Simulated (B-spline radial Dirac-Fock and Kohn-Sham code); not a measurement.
Cerium in charge state +5 (Ce⁵⁺), configuration [Kr] 4d10 5s2 5p5. The calculation used independent-particle rates on relativistic LDA orbitals of the hole state (multipoles to L = 3), energies from Dirac–Fock ΔSCF (a radial B-spline solver).

What should this plot look like? X-ray emission lines that fill a K (1s) hole, broadened by a Lorentzian of 22 eV full width, on a logarithmic intensity axis. Multiplet splitting by the open shell is left out.

The strongest line is K-L3 (Kα1) at 34.716 keV with 52.5 % of the photons, then K-L2 (Kα2) at 34.275 keV (29 %), K-M3 (Kβ1) at 39.251 keV (9.8 %), K-M2 (Kβ3) at 39.163 keV (5.0 %), K-N3 at 40.224 keV (2.2 %). The hole has a width of 14.8 eV and a fluorescence yield of 0.912.

The result:

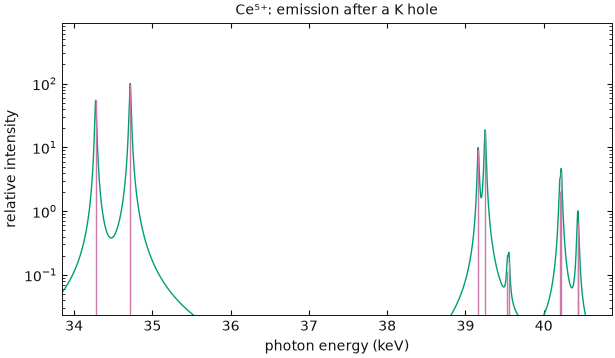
